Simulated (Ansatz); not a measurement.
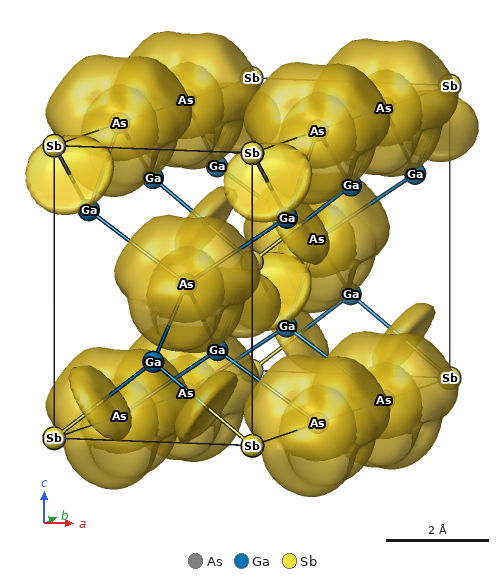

Figure. Ga3SbAs2. Isosurface of the electron localisation function at 0.6 (yellow), seen slightly off an axis. Core shells and regions of very low density are left out. Sticks mark near contacts.

Space group Imm2; started from the ordered alloy on zincblende lattice prototype, which need not be the ambient phase.

All numbers below come from DFT, r2SCAN, plane waves, PAW (Ansatz).

Core electrons are frozen (PAW), and the valence fields are smoothed inside the atomic spheres.

### Identify the bonds, lone pairs and shells in this picture.

At this value the surface marks out eight regions between bonded Ga–Sb atoms (shared pairs) and four regions on As in which the atom's valence shell and bonds are merged, counted in one cell of 12 atoms. Regions shared between cells count once.

Values along the shortest contacts:
Ga–As (2.46 Å): the ELF peaks at about 0.80 between the atoms; a shared electron pair. Ga–Sb (2.61 Å): the ELF peaks at about 0.75 between the atoms.
